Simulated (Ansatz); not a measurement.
CsPbCl₃ (cubic perovskite)

```cif
data_Cl3CsPb
_chemical_formula_sum 'Cs1 Pb1 Cl3'
_space_group_name_H-M_alt 'P 1'
_space_group_IT_number 1
_cell_length_a 5.61855
_cell_length_b 5.61855
_cell_length_c 5.61855
_cell_angle_alpha 90.000
_cell_angle_beta 90.000
_cell_angle_gamma 90.000
loop_
_space_group_symop_operation_xyz
  'x, y, z'
loop_
_atom_site_label
_atom_site_type_symbol
_atom_site_fract_x
_atom_site_fract_y
_atom_site_fract_z
_atom_site_occupancy
Cs1 Cs 0.00000 0.00000 0.00000 1
Pb1 Pb 0.50000 0.50000 0.50000 1
Cl1 Cl 0.00000 0.50000 0.50000 1
Cl2 Cl 0.50000 0.50000 0.00000 1
Cl3 Cl 0.50000 0.00000 0.50000 1
```

This relaxed cell (volume V₀) is scaled evenly in all directions, its shape held. Symmetry pins the atoms to their sites.

Level of theory: PBEsol (plane waves to 420 eV, PAW, scalar-relativistic; Ansatz, a first-principles code). k mesh 6×6×6 (Γ-centred), Fermi-Dirac smearing 0.05 eV. Energies are smeared free energies. CsPbCl3 was relaxed with its symmetry unable to fall. Spin-orbit coupling is left out, though Pb is heavy. This is a high-temperature form of CsPbCl3. ΔE is measured from the relaxed starting cell.

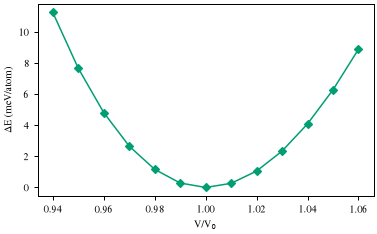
*ΔE (meV/atom) against V/V₀; markers are the computed points, lines only join them.*

Task: What is ΔE at V/V₀ = 1.060?

Result: About 8.9 meV/atom.

Task: What is ΔE at V/V₀ = 0.940?

Result: About 11 meV/atom.

Task: What bulk modulus B₀ follows from a third-order Birch-Murnaghan fit?

Result: About 25 GPa.

(Under strain, the slope of the energy per volume gives the stress and its curvature an elastic modulus.)
